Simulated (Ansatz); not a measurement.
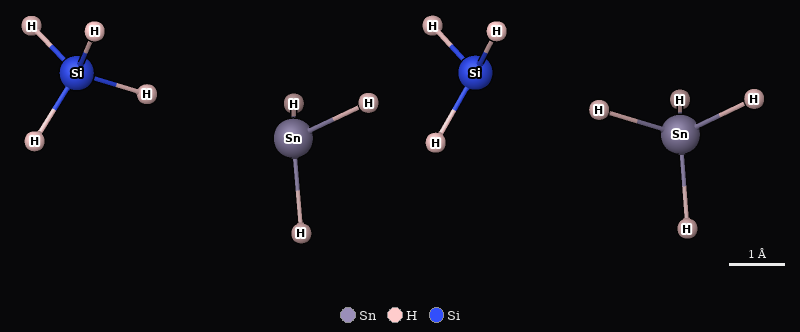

Two geometries of SnSiH7 (multiplicity 2), drawn at one scale. One is the start of a relaxation, the other its converged end. The picture is a ball-and-stick view, seen at a tilt.

Method: UKS PBE-D4/def2-SVP in Ansatz. Settings: collinear spin; force threshold 0.03 eV/Å; at most 50 steps.

Which one is relaxed?

The left one is the relaxed one. The run prepares an end point of a later path (reaction) calculation, from a guessed geometry. The largest move after the best rigid fit is that of an H atom, 1.12 Å. By element the largest moves are H 1.12 Å, Sn 0.28 Å, Si 0.03 Å. Near-neighbour distances that change, for instance: H–Sn 1.743 → 3.143 Å, H–Si 2.659 → 1.510 Å, H–Sn 1.726 → 1.743 Å. New bonds form, among them: H–Si (2.66 → 1.51 Å). Bonds break, among them: H–Sn (1.74 → 3.14 Å). Among the angles between lasting bonds that change: H–Si–H 111.8° → 109.6°. Over 11 accepted moves (12 points after the start) the energy falls by 60.0 kJ/mol. Largest force component: 0.16 eV/Å at the start, 0.015 eV/Å at the end. The line search rejected the trial step at point 7 of the run.

Limits of the set-up: the start holds two separate molecules, 2.7 Å apart at their closest, whose relative position is a soft coordinate.
